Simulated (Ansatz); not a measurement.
FH₃OSi

Input file:

```
crystal:
  periodic: [false, false, false]
  atoms:
    - { symbol: Si, position_ang: [0.0, 0.0, 0.0] }
    - { symbol: O, position_ang: [0.0, 0.0, 1.68] }
    - { symbol: H, position_ang: [-0.9095, -0.2814, 2.0171] }
    - { symbol: F, position_ang: [1.4994, 0.0, -0.5295] }
    - { symbol: H, position_ang: [-0.6877, 1.1914, -0.4862] }
    - { symbol: H, position_ang: [-0.6877, -1.1914, -0.4862] }
basis:
  gaussian: { orbitals: def2-SVP }
hamiltonian:
  xc: pbe0
  dispersion: d4
relax:
  f_tol: 0.02
  max_steps: 40
output:
  orbitals: {}
```

Command:

```sh
ansatz run input.yaml --threads 1 --pin off --max-ram 2048MiB --backend cpu --events-out ev --progress --plain --runs-dir out
```

The fields are those of the run's last geometry, not of the input's.

Computed with Ansatz, RKS PBE0-D4/def2-SVP.

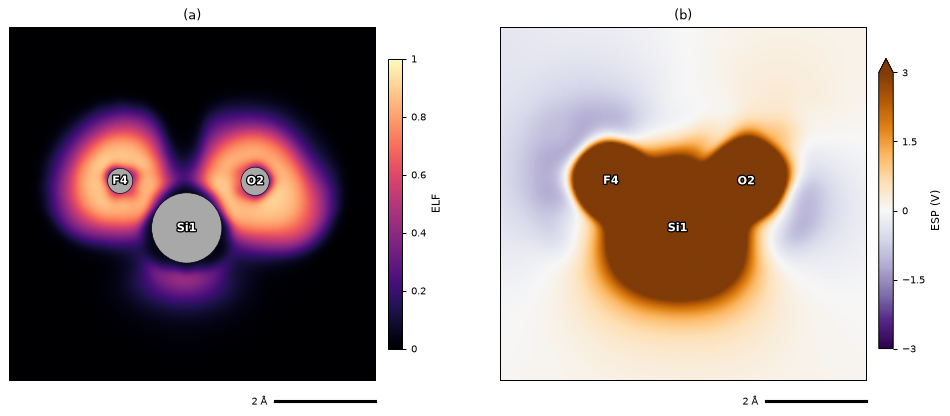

Figure 1. (a) ELF; (b) electrostatic potential on the plane of atoms O2, Si1 and F4. Grey discs cover the atomic cores in the ELF map.

What do the fields say about this system?

- The plane passes through Si, O and F nuclei.
- Si–F (1.62 Å): the ELF peaks at about 0.85 in the valence shell of F, 0.6 Å from its nucleus, and is about 0.45 at the midpoint.
- Si–O (1.65 Å): the ELF peaks at about 0.85 between the atoms; a shared but strongly polarised pair.
- The ELF also peaks beside O2 and F4, away from the bonds: lone-pair regions.
- Outside the dense part of the molecule the potential is most negative (−1.2 V) near F4.

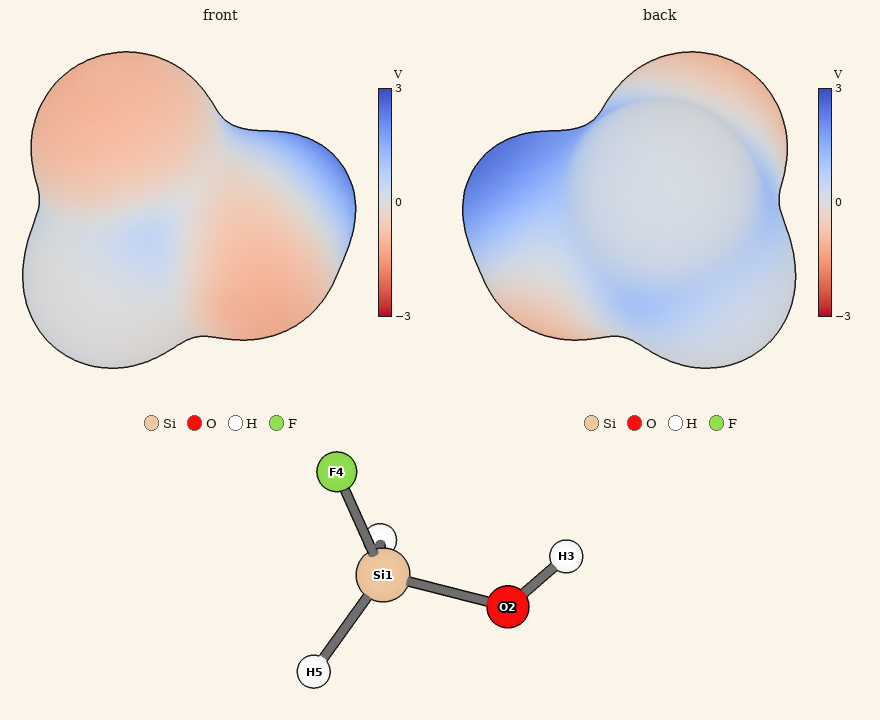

Figure 2. The molecular electrostatic potential painted on the density surface at 0.001 e/bohr³, seen from the front and from behind; the colour scale runs from red (negative) to blue (positive). The bare structure is drawn below in the same view.

Which sites attract a positive test charge, and which a negative one?

A positive charge is drawn to the negative regions and a negative charge to the positive ones. The most negative region (about −1.1 V, or −25 kcal/mol for a unit charge) lies over O2, the most positive (about +2.3 V, or +53 kcal/mol for a unit charge) over H3. O2 is the likeliest acceptor of a hydrogen bond.

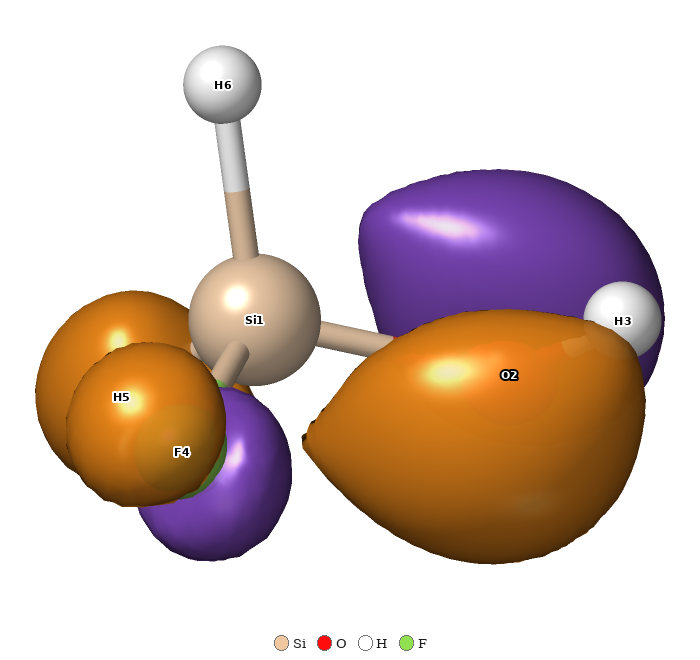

Figure 3. The HOMO−1 at ±0.15 Å⁻³ᐟ² (orange and purple are the two phases), seen from one side.

What is the character of this orbital?

By Hirshfeld shares it lies mainly on O2 (about 65 %), Si1 (about 15 %) and F4 (about 10 %). Its energy is −9.87 eV.
